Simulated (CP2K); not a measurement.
# U-revPBE-D3(BJ)/TZV2P-MOLOPT-PBE-GTH (core potential) run of triplet H2S

We compute the energy of triplet H2S. 

The calculation is run with CP2K 2026.2.

## 1. The molecule

H2S has 3 atoms, charge 0, and is taken as a triplet. SMILES of the parent species: `S`. The coordinates come from a PBE0-D4/def2-TZVP relaxation. That shape belongs to the parent species and isn't relaxed for this state.

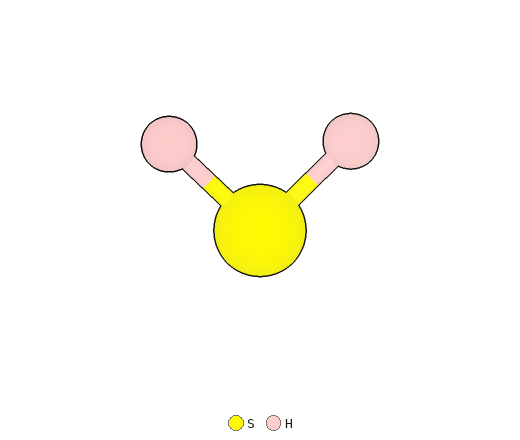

Viewed from a chosen angle; sulfur yellow, hydrogen pink.

## 2. A single-point energy at U-revPBE-D3(BJ)/TZV2P-MOLOPT-PBE-GTH (core potential)

File qs.inp:

```
&GLOBAL
  PROJECT qs
  RUN_TYPE ENERGY
  PRINT_LEVEL MEDIUM
&END

&FORCE_EVAL
  METHOD QUICKSTEP
  &DFT
    BASIS_SET_FILE_NAME BASIS_MOLOPT_UZH
    POTENTIAL_FILE_NAME POTENTIAL_UZH
    CHARGE 0
    MULTIPLICITY 3
    UKS T
    ! Quickstep
    &QS
      METHOD GPW
      EPS_DEFAULT 1.0E-10
    &END
    ! plane-wave cutoff in Ry
    &MGRID
      CUTOFF 400
      REL_CUTOFF 50
      NGRIDS 4
    &END
    ! no periodic images
    &POISSON
      PERIODIC NONE
      POISSON_SOLVER MULTIPOLE
    &END
    &SCF
      SCF_GUESS ATOMIC
      EPS_SCF 1.0E-06
      MAX_SCF 40
      &OT ON
        MINIMIZER DIIS
        PRECONDITIONER FULL_ALL
      &END
      &OUTER_SCF
        EPS_SCF 1.0E-06
        MAX_SCF 8
      &END
    &END
    ! functional
    &XC
      &XC_FUNCTIONAL
        &PBE
          PARAMETRIZATION REVPBE
        &END
      &END
      &VDW_POTENTIAL
        POTENTIAL_TYPE PAIR_POTENTIAL
        &PAIR_POTENTIAL
          TYPE DFTD3(BJ)
          PARAMETER_FILE_NAME dftd3.dat
          REFERENCE_FUNCTIONAL revPBE
          R_CUTOFF 15
        &END
      &END
    &END
    ! extra output
    &PRINT
      &MOMENTS
        PERIODIC F
        REFERENCE COM
        MAX_MOMENT 1
      &END
      &MO_CUBES
        NLUMO 5
        NHOMO -1
        WRITE_CUBE F
      &END
      &HIRSHFELD OFF
      &END
    &END
  &END
  ! atoms, cell and kinds
  &SUBSYS
    ! box in angstrom
    &CELL
      ABC [angstrom] 8.1 8.7 7.7
      PERIODIC NONE
    &END
    &COORD
      S      4.594450     3.929100     4.175100
      H      4.196850     5.207400     4.093600
      H      3.505550     3.492600     3.524900
    &END
    &KIND S
      BASIS_SET TZV2P-MOLOPT-PBE-GTH-q6
      POTENTIAL GTH-PBE-q6
    &END
    &KIND H
      BASIS_SET TZV2P-MOLOPT-PBE-GTH-q1
      POTENTIAL GTH-PBE-q1
    &END
  &END
&END
```

Started as:

```sh
$ OMP_NUM_THREADS=1 cp2k.psmp -i qs.inp -o qs.out
```

The program printed:

```text
CP2K| version string:                                       CP2K version 2026.2
[...]
 GLOBAL| Method name                                                        CP2K
[...]
 GLOBAL| Run type                                                         ENERGY
[...]
 DFT| Spin unrestricted (spin-polarized) Kohn-Sham calculation               UKS
 DFT| Multiplicity                                                             3
[...]
 DFT| Charge                                                                   0
[...]
 FUNCTIONAL| PBE:
[...]
 QS| Method:                                                                 GPW
[...]
 QS| Density cutoff [a.u.]:                                                200.0
[...]
 QS| Relative density cutoff [a.u.]:                                        25.0
[...]
                             - Atoms:                                          3
[...]
                             - Spherical basis functions:                     57
[...]
 Number of electrons:                                                          5
[...]
     1 OT DIIS     0.15E+00    0.8     0.05912079       -10.8372663706 -1.08E+01
[...]
    20 OT DIIS     0.15E+00    0.9     0.00000070       -11.2148033722 -1.64E-10
  *** SCF run converged in    20 steps ***
[...]
  Overlap energy of the core charge distribution:               0.00000024632879
  Self energy of the core charge distribution:                -26.98554130885641
  Core Hamiltonian energy:                                      6.56645937764382
  Hartree energy:                                              12.18517415546711
  Exchange-correlation energy:                                 -2.97867180137772
  Dispersion energy:                                           -0.00222404138232
  Total energy:                                               -11.21480337217674
[...]
                     Mulliken Population Analysis
 #  Atom  Element  Kind  Atomic population (alpha,beta) Net charge  Spin moment
       1     S        1         3.692746     2.204258     0.102996     1.488488
       2     H        2         0.653221     0.398075    -0.051297     0.255146
       3     H        2         0.654033     0.397667    -0.051700     0.256365
 # Total charge and spin        5.000000     3.000000    -0.000000     2.000000
[...]
  Dipole moment [Debye]
    X= -0.2463101E+00 Y=  0.1375718E+00 Z= -0.1221966E+00  Total=      0.3074519
[...]
 HOMO - LUMO gap [eV] :    2.775940
 ENERGY| Total FORCE_EVAL ( QS ) energy [hartree]            -11.214803372176737
[...]
```

Wall time 20 s (1 thread of Arm Neoverse V2, shared host); peak memory 0.62 GiB.

## 3. Results

Level: U-revPBE-D3(BJ)/TZV2P-MOLOPT-PBE-GTH (core potential).

| quantity | value |
| --- | --- |
| total energy | -11.21480 Eh |
| dipole moment | 0.31 D |
| HOMO energy (highest over α and β) | -1.10 eV |
| dispersion energy | -5.84 kJ/mol |
| ⟨S²⟩ | 2.006 |
